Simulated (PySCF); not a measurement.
```yaml
atoms:
  - { symbol: C, position_ang: [1.7221, 0.5503, -0.6057] }
  - { symbol: C, position_ang: [1.1188, -0.7024, 0.0170] }
  - { symbol: C, position_ang: [-0.3651, -0.8375, -0.3235] }
  - { symbol: C, position_ang: [-1.1906, 0.2206, 0.3906] }
  - { symbol: N, position_ang: [-2.2488, 0.6802, -0.3223] }
  - { symbol: O, position_ang: [-0.9538, 0.6206, 1.5068] }
  - { symbol: H, position_ang: [2.7777, 0.6279, -0.3569] }
  - { symbol: H, position_ang: [1.2154, 1.4360, -0.2299] }
  - { symbol: H, position_ang: [1.6258, 0.5279, -1.6901] }
  - { symbol: H, position_ang: [1.6540, -1.5859, -0.3375] }
  - { symbol: H, position_ang: [1.2180, -0.6505, 1.1021] }
  - { symbol: H, position_ang: [-0.7314, -1.8102, 0.0158] }
  - { symbol: H, position_ang: [-0.5164, -0.7714, -1.4023] }
  - { symbol: H, position_ang: [-2.8611, 1.3566, 0.1031] }
  - { symbol: H, position_ang: [-2.4691, 0.3460, -1.2426] }
```

Geometry: GFN2-xTB.

Theory: PBE0/pcSseg-1, SCF density, in a chloroform solvent model, non-relativistic in PySCF 2.14.0.

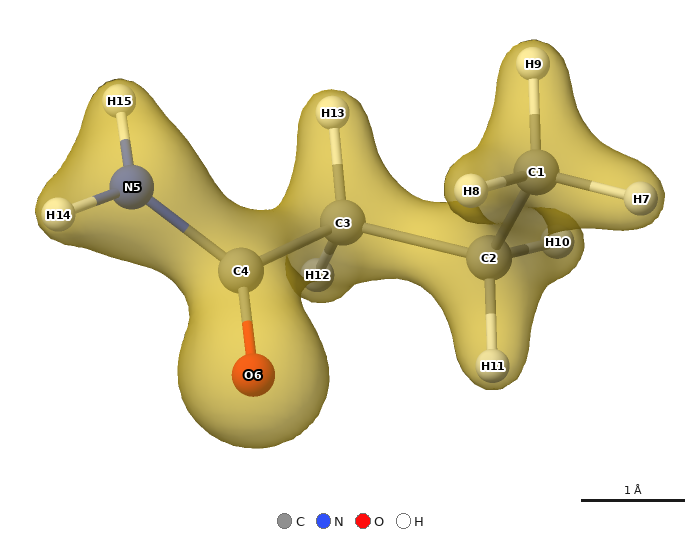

C4H9NO (SMILES CCCC(N)=O). Isosurface of the electron density at 1 e/Å³ (yellow), seen from one side.

**How is the density connected at this value?**

At this value the surface is in one piece. It bridges the sampled C–O (1.21 Å), C–N (1.36 Å), C–C (1.52 Å) and N–H (1.00 Å) contacts, where the density stays above the isovalue. On the grid the lowest density along these lines, outside the cores, is 2.9 e/Å³ (C–O, 1.21 Å), 2.2 e/Å³ (C–N, 1.36 Å), 1.7 e/Å³ (C–C, 1.52 Å) and 2.3 e/Å³ (N–H, 1.00 Å).
